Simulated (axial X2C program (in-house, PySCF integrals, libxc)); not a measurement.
# GaH: from the state search to constants

Aim: find the lowest determinant of GaH, scan the bond at several levels and fit the constants, once spin-free and once with spin–orbit coupling.

The runs use an in-house X2C program for linear molecules on PySCF integrals; all-electron X2C, Ga dyall-cv3z, H dyall-v3z.

All values are calculated.

## Step 1: Input

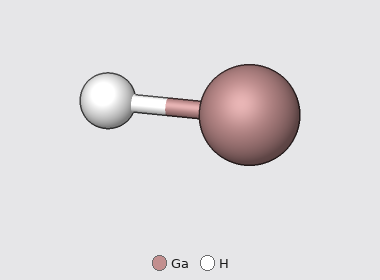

The two atoms at 1.560 Å (gallium pink, hydrogen white).

Contents of task.json:

```json
{"zs": [31, 1], "q": 0, "bas": ["dyall-cv3z", "dyall-v3z"], "levels": ["PBE0", "HF", "BLYP"], "cc": true, "r0": 1.56, "thr": -2.0, "nmax": 90, "npts": 10, "nst": 2, "ntry": 6}
```

Keys: zs atomic numbers; q charge; bas basis sets; levels methods (HF also brings MP2); cc coupled cluster on or off; r0 starting distance in Å; thr threshold in hartree for freezing inner shells (an s shell follows its p shell); nmax most natural virtual spinors; npts points asked for on the curve; nst determinants followed; ntry starts of the search.

Launch:

```
$ python so2c.py task.json out
```

Spin-free means the one-electron spin-free X2C Hamiltonian; two-component (2c) means X2C with spin–orbit coupling and atomic mean-field two-electron Coulomb and Gaunt terms. Basis: Ga dyall-cv3z contracted to [9s9p7d4f1g], H dyall-v3z contracted to [6s2p1d]; Gaussian nuclei, density fitting. Masses: Ga 68.926 u, H 1.008 u.

Notation: σ, π±, δ± give the projection m of an orbital's angular momentum (0, ±1, ±2), α and β its spin, Λ and M_S the sums; ω is the projection of a spinor's total angular momentum and Ω the sum. Logs are in hartree.

The results follow Hamiltonian by Hamiltonian and level by level.

## Step 2: State search with PBE0

PBE0 moves the distance from 1.560 Å to 1.676 Å and compares determinants there.

Spin-free determinants:

| ΔE (eV) | state | open shells |
| --- | --- | --- |
| 0.00 | M_S = 0, Λ = 0 | closed shell |
| 2.11 | M_S = 1, Λ = 1 | beyond closed shells: σα, π+α |
| 2.46 | M_S = 0, Λ = 1 | beyond closed shells: σα, π+β |
| 5.17 | M_S = 1, Λ = 0 | beyond closed shells: 2 × σα |
| 5.76 | M_S = 1, Λ = 0 | beyond closed shells: π+α, π-α |

Two-component determinants:

```tsv
ΔE (eV)	state	open shells
0.00	Ω = 0	closed shell
2.15	Ω = 2	excess of +ω over −ω: ω = 1/2, ω = 3/2
2.43	Ω = 1	excess of +ω over −ω: 2 × ω = 1/2
2.50	Ω = 1	excess of +ω over −ω: ω = -1/2, ω = 3/2
```

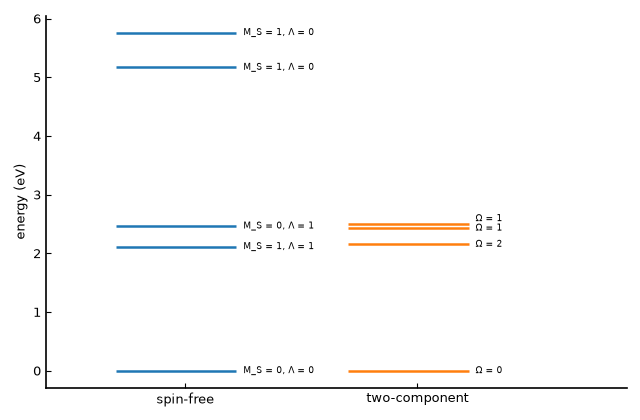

The determinants found, each set from its own lowest.

## Step 3: PBE0, spin-free

State followed: M_S = 0, Λ = 0 (closed shell). The scan is laid around 1.676 Å, a first estimate of the minimum, and this SCF restarts from the orbitals of the search.

The SCF at the reference distance of 1.676 Å:

```text
spin-free X2C-1e  PBE0
basis functions 125  fitting functions 720  grid points 5073
iter        total energy     max residual
   1      -1944.238813394     3.83e-05
   2      -1944.238813405     2.34e-05
   3      -1944.238813413     9.55e-06
converged
one-electron -2728.78546060  Coulomb 850.96754339  exact exchange -18.68885502  xc functional -57.51992516  nuclear repulsion 9.78788397
```

Along the bond, energies from the lowest point:

```csv
R (Å),E (eV),μ (D),HOMO (eV),LUMO (eV),iterations
1.458,0.2909,0.47,-5.83,-1.65,11
1.525,0.1249,0.19,-5.89,-1.66,10
1.575,0.0510,-0.03,-5.92,-1.67,9
1.626,0.0114,-0.26,-5.95,-1.69,9
1.676,0.0000,-0.48,-5.98,-1.70,3
1.735,0.0154,-0.75,-6.00,-1.72,9
1.793,0.0553,-1.01,-6.00,-1.75,9
1.869,0.1342,-1.35,-6.00,-1.78,9
1.961,0.2614,-1.76,-5.97,-1.83,9
2.095,0.4843,-2.35,-5.90,-1.91,8
```

Dipoles are positive if H is the positive end.

Outer orbitals at the reference distance:

```json
{"symmetry": "δ+α", "occupied": "yes", "ε (eV)": "-22.40", "atomic character": "100% Ga d"}
{"symmetry": "δ-α", "occupied": "yes", "ε (eV)": "-22.40", "atomic character": "100% Ga d"}
{"symmetry": "π+α", "occupied": "yes", "ε (eV)": "-22.17", "atomic character": "100% Ga d"}
{"symmetry": "π-α", "occupied": "yes", "ε (eV)": "-22.17", "atomic character": "100% Ga d"}
{"symmetry": "σα", "occupied": "yes", "ε (eV)": "-22.16", "atomic character": "99% Ga d"}
{"symmetry": "σα", "occupied": "yes", "ε (eV)": "-11.03", "atomic character": "61% Ga s, 34% H s, 3% H p"}
{"symmetry": "σα", "occupied": "yes", "ε (eV)": "-5.98", "atomic character": "48% Ga p, 26% H s, 22% Ga s"}
{"symmetry": "π-α", "occupied": "no", "ε (eV)": "-1.70", "atomic character": "97% Ga p, 3% H p"}
{"symmetry": "π+α", "occupied": "no", "ε (eV)": "-1.70", "atomic character": "97% Ga p, 3% H p"}
{"symmetry": "σα", "occupied": "no", "ε (eV)": "1.24", "atomic character": "42% Ga p, 19% H s, 17% Ga d"}
{"symmetry": "σα", "occupied": "no", "ε (eV)": "1.99", "atomic character": "45% Ga s, 25% Ga p, 21% H s"}
```

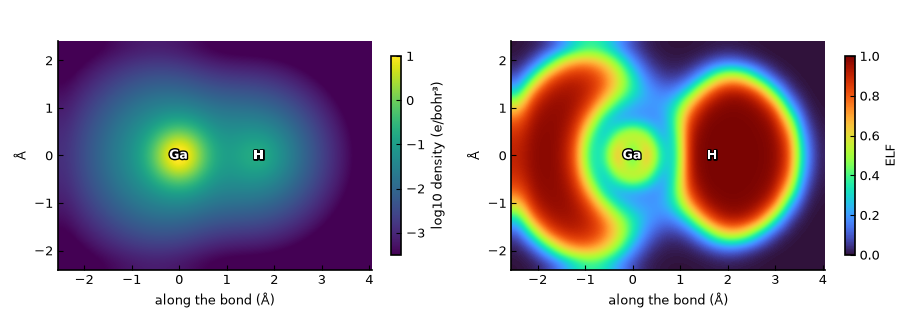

PBE0 fields in a plane through the axis, from a grid of 0.3 Å; Ga lies at z = 0 and H at z = 1.676 Å; the ELF is damped to zero where the density is low.

Re = 1.674 Å, ωe = 1580 cm⁻¹, ωexe = 25.2 cm⁻¹, Be = 6.055 cm⁻¹, De = 2.84 eV, μ = -0.47 D.

## Step 4: HF, spin-free

Output at 1.676 Å:

```text
spin-free X2C-1e  HF
basis functions 125  fitting functions 720  grid points 5073
iter        total energy     max residual
   1      -1942.785453299     2.81e-01
   2      -1942.805788546     1.30e-02
   3      -1942.806592148     2.50e-02
   4      -1942.807119849     3.46e-03
   5      -1942.807126748     2.55e-04
   6      -1942.807127539     1.74e-04
   7      -1942.807127563     2.98e-05
   8      -1942.807127565     4.00e-06
   9      -1942.807127565     2.03e-06
converged
one-electron -2729.30402354  Coulomb 851.58929142  exact exchange -74.88027941  xc functional 0.00000000  nuclear repulsion 9.78788397
```

Re = 1.667 Å, ωe = 1653 cm⁻¹, ωexe = 25.8 cm⁻¹, Be = 6.108 cm⁻¹, De = 2.05 eV, μ = -0.23 D.

## Step 5: BLYP, spin-free

Output at 1.676 Å:

```text
spin-free X2C-1e  BLYP
basis functions 125  fitting functions 720  grid points 5073
iter        total energy     max residual
   1      -1944.614800950     1.09e-01
   2      -1944.618688532     1.50e-02
   3      -1944.618955845     2.90e-02
   4      -1944.620060205     3.46e-03
   5      -1944.620070858     6.17e-04
   6      -1944.620075897     5.65e-04
   7      -1944.620076377     1.51e-04
   8      -1944.620076430     1.30e-05
   9      -1944.620076431     8.06e-06
converged
one-electron -2728.23086063  Coulomb 850.37409167  exact exchange 0.00000000  xc functional -76.55119144  nuclear repulsion 9.78788397
```

Re = 1.700 Å, ωe = 1484 cm⁻¹, ωexe = 25.6 cm⁻¹, Be = 5.874 cm⁻¹, De = 2.94 eV, μ = -0.78 D.

## Step 6: Correlated methods, spin-free

Correlated methods: 14 electrons correlated (frozen shells, counted by type: Ga 3 s, 2 p; H none), 192 virtual spinors in MP2, 90 natural virtuals in coupled cluster.

Output of the correlated part at 1.676 Å:

```text
correlated 14  virtual 192  natural virtual 90  E(MP2) -0.558582644  MP2 remainder -0.041350616
iter   CCSD correlation   residual
   1     -0.475911361   1.33e-01
   2     -0.491924763   5.14e-02
   3     -0.493263795   2.10e-02
   4     -0.492914942   4.67e-03
   5     -0.493024733   1.37e-03
   6     -0.493024115   2.47e-04
   7     -0.493019797   7.52e-05
   8     -0.493020489   2.22e-05
   9     -0.493020357   7.74e-06
  10     -0.493020489   2.04e-06
  11     -0.493020434   7.12e-07
  12     -0.493020434   2.43e-07
(T) -0.012315953  T1 0.0198  D1 0.0423  max T2 0.086
```

T1 in the output is the amplitude norm over the root of the electron number; divide by √2 for the Lee–Taylor value.

MP2: Re = 1.645 Å, ωe = 1658 cm⁻¹, Be = 6.275 cm⁻¹, De = 2.77 eV.

CCSD: Re = 1.660 Å, ωe = 1614 cm⁻¹, ωexe = 21 cm⁻¹, Be = 6.16 cm⁻¹, De = 2.97 eV. T1 at Re = 0.014 (Lee–Taylor, the printed value over √2).

CCSD(T): Re = 1.661 Å, ωe = 1606 cm⁻¹, ωexe = 20.8 cm⁻¹, Be = 6.154 cm⁻¹, De = 2.97 eV. T1 at Re = 0.014 (Lee–Taylor, the printed value over √2).

## Step 7: A higher determinant, spin-free

State: M_S = 1, Λ = 1 (beyond closed shells: σα, π+α).

Output at the reference distance:

```text
spin-free X2C-1e  PBE0
basis functions 125  fitting functions 720  grid points 5073
iter        total energy     max residual
   1      -1944.161137715     1.50e-05
   2      -1944.161137717     1.24e-05
converged
one-electron -2728.13845861  Coulomb 850.36408912  exact exchange -18.68492123  xc functional -57.48973096  nuclear repulsion 9.78788397
```

```csv
R (Å),E above the lowest PBE0 point (eV)
1.458,2.212
1.525,2.118
1.575,2.091
1.626,2.092
1.676,2.114
1.735,2.158
1.793,2.215
1.869,2.298
1.961,2.402
```

Re = 1.598 Å, ωe = 1625 cm⁻¹, ωexe = 70.2 cm⁻¹, Be = 6.643 cm⁻¹, μ = -0.15 D. Te = 2.09 eV.

## Step 8: The spin-free curves together

Energy (eV) of the followed determinant, spin-free, from each level's lowest point:

```csv
R (Å),PBE0,HF,MP2,CCSD,CCSD(T),BLYP
1.458,0.291,0.293,0.228,n/a,n/a,0.333
1.525,0.125,0.122,0.083,0.103,0.104,0.155
1.575,0.051,0.047,0.025,0.037,0.037,0.072
1.626,0.011,0.009,0.000,0.005,0.005,0.022
1.676,0.000,0.000,0.003,0.000,0.000,0.000
1.735,0.015,0.021,0.034,0.023,0.022,0.002
1.793,0.055,0.067,0.089,0.070,0.069,0.029
1.869,0.134,0.156,0.187,0.159,0.156,0.090
1.961,0.261,0.298,0.334,n/a,n/a,0.195
2.095,0.484,0.543,0.584,n/a,n/a,0.384
```

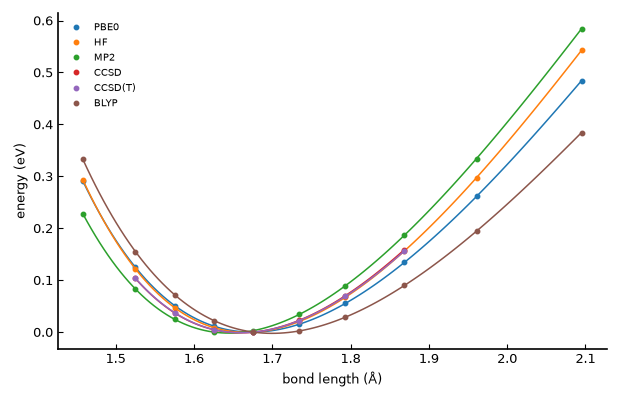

Curves of the followed state, spin-free, each from its own lowest point.

## Step 9: PBE0, 2c

State followed: Ω = 0 (closed shell). The scan is laid around 1.676 Å, a first estimate of the minimum, and this SCF restarts from the orbitals of the search.

The SCF at the reference distance of 1.676 Å:

```text
two-component X2C + atomic mean field  PBE0
basis functions 125  fitting functions 720  grid points 5073
iter        total energy     max residual
   1      -1943.635047820     6.76e-05
   2      -1943.635047822     5.74e-06
converged
one-electron -2727.25654976  Coulomb 850.66132083  exact exchange -18.68261853  xc functional -57.50070411  nuclear repulsion 9.78788397  atomic mean-field constant -0.64438024
```

Along the bond, energies from the lowest point:

```csv
R (Å),E (eV),μ (D),HOMO (eV),LUMO (eV),iterations
1.458,0.2920,0.47,-5.83,-1.68,11
1.525,0.1256,0.19,-5.89,-1.69,10
1.575,0.0515,-0.03,-5.92,-1.70,9
1.626,0.0116,-0.26,-5.95,-1.72,9
1.676,0.0000,-0.48,-5.98,-1.73,2
1.735,0.0152,-0.75,-6.00,-1.75,9
1.793,0.0549,-1.01,-6.00,-1.78,9
1.869,0.1336,-1.35,-6.00,-1.81,9
1.961,0.2605,-1.76,-5.97,-1.86,9
2.095,0.4831,-2.35,-5.90,-1.94,8
```

Dipoles are positive if H is the positive end.

Outer spinors at the reference distance:

```
  ω  occupied  ε (eV)             atomic character     λ mixture
3/2       yes  -22.64                    100% Ga d   91% δ, 9% π
1/2       yes  -22.43                    100% Ga d  61% π, 39% σ
5/2       yes  -22.24                    100% Ga d        100% δ
3/2       yes  -22.03                    100% Ga d   91% π, 9% δ
1/2       yes  -22.00                     99% Ga d  61% σ, 39% π
1/2       yes  -11.03    61% Ga s, 34% H s, 3% H p        100% σ
1/2       yes   -5.98  48% Ga p, 26% H s, 22% Ga s        100% σ
1/2        no   -1.73             97% Ga p, 3% H p        100% π
3/2        no   -1.67             97% Ga p, 3% H p        100% π
1/2        no    1.25  42% Ga p, 18% H s, 17% Ga d        100% σ
1/2        no    1.99  45% Ga s, 25% Ga p, 21% H s        100% σ
```

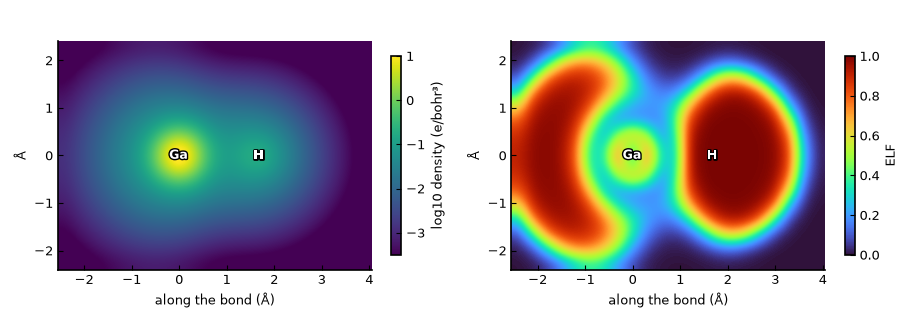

PBE0 fields in a plane through the axis, from a grid of 0.3 Å; Ga lies at z = 0 and H at z = 1.676 Å; the ELF is damped to zero where the density is low.

Re = 1.675 Å, ωe = 1579 cm⁻¹, ωexe = 25.2 cm⁻¹, Be = 6.052 cm⁻¹, De = 2.83 eV, μ = -0.48 D.

## Step 10: HF, 2c

Output at 1.676 Å:

```text
two-component X2C + atomic mean field  HF
basis functions 125  fitting functions 720  grid points 5073
iter        total energy     max residual
   1      -1942.182199294     2.81e-01
   2      -1942.202522833     1.30e-02
   3      -1942.203325900     2.49e-02
   4      -1942.203851882     3.46e-03
   5      -1942.203858839     2.55e-04
   6      -1942.203859666     1.82e-04
   7      -1942.203859703     3.47e-05
   8      -1942.203859711     1.74e-05
   9      -1942.203859713     1.90e-05
  10      -1942.203859714     4.70e-06
  11      -1942.203859714     3.91e-07
converged
one-electron -2727.77304144  Coulomb 851.28092248  exact exchange -74.85524450  xc functional 0.00000000  nuclear repulsion 9.78788397  atomic mean-field constant -0.64438024
```

Re = 1.667 Å, ωe = 1652 cm⁻¹, ωexe = 25.7 cm⁻¹, Be = 6.105 cm⁻¹, De = 1.97 eV, μ = -0.23 D.

## Step 11: BLYP, 2c

The SCF at the reference distance of 1.676 Å:

```text
two-component X2C + atomic mean field  BLYP
basis functions 125  fitting functions 720  grid points 5073
iter        total energy     max residual
   1      -1944.010651806     1.10e-01
   2      -1944.014539101     1.53e-02
   3      -1944.014806886     2.93e-02
   4      -1944.015910159     3.50e-03
   5      -1944.015920796     6.17e-04
   6      -1944.015925838     5.70e-04
   7      -1944.015926317     1.53e-04
   8      -1944.015926370     1.30e-05
   9      -1944.015926371     8.13e-06
converged
one-electron -2726.70203752  Coulomb 850.06794583  exact exchange 0.00000000  xc functional -76.52533842  nuclear repulsion 9.78788397  atomic mean-field constant -0.64438024
```

Re = 1.700 Å, ωe = 1484 cm⁻¹, ωexe = 25.6 cm⁻¹, Be = 5.871 cm⁻¹, De = 2.93 eV, μ = -0.78 D.

## Step 12: Correlated methods, 2c

Correlated methods: 14 electrons correlated (frozen shells, counted by type: Ga 3 s, 2 p; H none), 192 virtual spinors in MP2, 90 natural virtuals in coupled cluster.

Output of the correlated part at 1.676 Å:

```text
correlated 14  virtual 192  natural virtual 90  E(MP2) -0.558344567  MP2 remainder -0.041353274
iter   CCSD correlation   residual
   1     -0.475748982   1.33e-01
   2     -0.491740247   5.14e-02
   3     -0.493074497   2.10e-02
   4     -0.492726394   4.67e-03
   5     -0.492836283   1.38e-03
   6     -0.492835636   2.61e-04
   7     -0.492831182   9.10e-05
   8     -0.492832215   3.99e-05
   9     -0.492831762   2.25e-05
  10     -0.492832233   1.07e-05
  11     -0.492831908   5.02e-06
  12     -0.492831957   1.95e-06
  13     -0.492831945   7.75e-07
(T) -0.012300145  T1 0.0198  D1 0.0423  max T2 0.086
```

MP2: Re = 1.645 Å, ωe = 1657 cm⁻¹, Be = 6.271 cm⁻¹, De = 2.73 eV.

CCSD: Re = 1.660 Å, ωe = 1614 cm⁻¹, ωexe = 22.4 cm⁻¹, Be = 6.155 cm⁻¹, De = 2.91 eV. T1 at Re = 0.014 (Lee–Taylor, the printed value over √2).

CCSD(T): Re = 1.661 Å, ωe = 1607 cm⁻¹, ωexe = 22.1 cm⁻¹, Be = 6.15 cm⁻¹, De = 2.91 eV. T1 at Re = 0.014 (Lee–Taylor, the printed value over √2).

## Step 13: A higher determinant, 2c

State: Ω = 2 (excess of +ω over −ω: ω = 1/2, ω = 3/2).

Output at the reference distance:

```text
two-component X2C + atomic mean field  PBE0
basis functions 125  fitting functions 720  grid points 5073
iter        total energy     max residual
   1      -1943.555903784     1.58e-05
   2      -1943.555903784     2.27e-06
converged
one-electron -2726.57163517  Coulomb 850.02031978  exact exchange -18.67844203  xc functional -57.46965011  nuclear repulsion 9.78788397  atomic mean-field constant -0.64438024
```

```csv
R (Å),E above the lowest PBE0 point (eV)
1.458,2.254
1.525,2.159
1.575,2.132
1.626,2.132
1.676,2.154
1.735,2.197
1.793,2.254
1.869,2.337
1.961,2.440
```

Re = 1.599 Å, ωe = 1622 cm⁻¹, ωexe = 70.5 cm⁻¹, Be = 6.636 cm⁻¹, μ = -0.15 D. Te = 2.13 eV.

## Step 14: The 2c curves together

Energy (eV) of the followed determinant, 2c, from each level's lowest point:

```csv
R (Å),PBE0,HF,MP2,CCSD,CCSD(T),BLYP
1.458,0.292,0.294,0.229,n/a,n/a,0.334
1.525,0.126,0.123,0.084,0.104,0.105,0.156
1.575,0.051,0.047,0.025,0.038,0.038,0.072
1.626,0.012,0.009,0.000,0.005,0.005,0.022
1.676,0.000,0.000,0.003,0.000,0.000,0.000
1.735,0.015,0.020,0.034,0.023,0.022,0.002
1.793,0.055,0.067,0.088,0.070,0.068,0.028
1.869,0.134,0.156,0.185,0.156,0.154,0.089
1.961,0.261,0.297,0.333,n/a,n/a,0.194
2.095,0.483,0.542,0.582,n/a,n/a,0.383
```

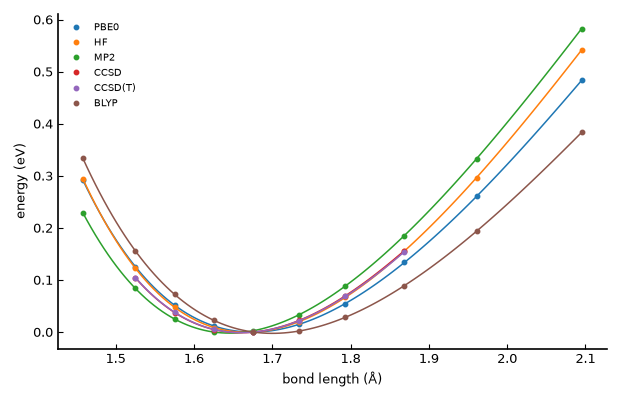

Curves of the followed state, 2c, each from its own lowest point.

The whole job took 1.8 min on 1 thread of Arm Neoverse V1, shared host; peak memory 0.82 GiB.

## Step 15: Results

Lowest determinant that the search found at its distance, spin-free: M_S = 0, Λ = 0 (closed shell).

Lowest determinant that the search found at its distance, 2c: Ω = 0 (closed shell).

```json
{"Hamiltonian": "spin-free", "level": "PBE0", "Re (Å)": "1.674", "ωe (cm⁻¹)": "1580", "De (eV)": "2.84", "μ (D)": "-0.47"}
{"Hamiltonian": "spin-free", "level": "HF", "Re (Å)": "1.667", "ωe (cm⁻¹)": "1653", "De (eV)": "2.05", "μ (D)": "-0.23"}
{"Hamiltonian": "spin-free", "level": "MP2", "Re (Å)": "1.645", "ωe (cm⁻¹)": "1658", "De (eV)": "2.77", "μ (D)": "n/a"}
{"Hamiltonian": "spin-free", "level": "CCSD", "Re (Å)": "1.660", "ωe (cm⁻¹)": "1614", "De (eV)": "2.97", "μ (D)": "n/a"}
{"Hamiltonian": "spin-free", "level": "CCSD(T)", "Re (Å)": "1.661", "ωe (cm⁻¹)": "1606", "De (eV)": "2.97", "μ (D)": "n/a"}
{"Hamiltonian": "spin-free", "level": "BLYP", "Re (Å)": "1.700", "ωe (cm⁻¹)": "1484", "De (eV)": "2.94", "μ (D)": "-0.78"}
{"Hamiltonian": "2c", "level": "PBE0", "Re (Å)": "1.675", "ωe (cm⁻¹)": "1579", "De (eV)": "2.83", "μ (D)": "-0.48"}
{"Hamiltonian": "2c", "level": "HF", "Re (Å)": "1.667", "ωe (cm⁻¹)": "1652", "De (eV)": "1.97", "μ (D)": "-0.23"}
{"Hamiltonian": "2c", "level": "MP2", "Re (Å)": "1.645", "ωe (cm⁻¹)": "1657", "De (eV)": "2.73", "μ (D)": "n/a"}
{"Hamiltonian": "2c", "level": "CCSD", "Re (Å)": "1.660", "ωe (cm⁻¹)": "1614", "De (eV)": "2.91", "μ (D)": "n/a"}
{"Hamiltonian": "2c", "level": "CCSD(T)", "Re (Å)": "1.661", "ωe (cm⁻¹)": "1607", "De (eV)": "2.91", "μ (D)": "n/a"}
{"Hamiltonian": "2c", "level": "BLYP", "Re (Å)": "1.700", "ωe (cm⁻¹)": "1484", "De (eV)": "2.93", "μ (D)": "-0.78"}
```

Dipoles are positive if H is the positive end.

Time per point (s) on 1 thread of Arm Neoverse V1, shared host (2c runs; CCSD comes with the CCSD(T) run); the times are rough: PBE0 0.18, HF 0.09, MP2 0.24, CCSD(T) 5, BLYP 0.16.

What this shows: At CCSD(T), going from spin-free to two-component changes Re by +1 mÅ, ωe by 0.0 %, which is small (part of it comes from the scalar share of the two-electron terms). De moves by -0.06 eV; both De rest on single-determinant atoms, which can miss part of an open shell's spin–orbit lowering.

De refers to Ga + H, each in the lowest determinant found, which need not be this curve's own limit. Each curve is one determinant whose occupation by symmetry is held fixed; it was picked as the lowest of a PBE0 search that is not exhaustive. Closed shells are restricted here (equal orbitals for both partners), which fails at long range if the bond breaks into open shells. Dissociation energies refer to the lowest single-determinant-based atoms at the same level and basis. Coupled cluster ran in a truncated set of natural virtual spinors; the MP2 energy of the rest was added.
